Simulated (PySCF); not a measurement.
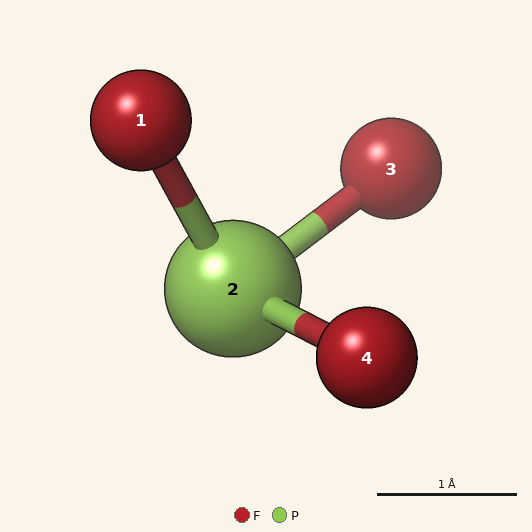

Orthographic view. Depth is shown by fading: the farther an atom, the more it takes the colour of the background. Geometry: a frame of a GFN2-xTB molecular-dynamics simulation, not a minimum.

Write a MOL file (V2000) with the atoms in numerical order, bonds sorted by atom number with the orders drawn, and coordinates in the frame of the picture: x right, y up, z towards the viewer, origin at the mean position.

```
PF3
                    3D

  4  3  0  0  0  0  0  0  0  0999 V2000
   -1.0300    0.8200    0.5800 F   0  0  0  0  0  0  0  0  0  0  0  0
   -0.3600   -0.4000   -0.4000 P   0  0  0  0  0  0  0  0  0  0  0  0
    0.7800    0.4700   -0.9600 F   0  0  0  0  0  0  0  0  0  0  0  0
    0.6100   -0.8900    0.7900 F   0  0  0  0  0  0  0  0  0  0  0  0
  1  2  1  0
  2  3  1  0
  2  4  1  0
M  END
```
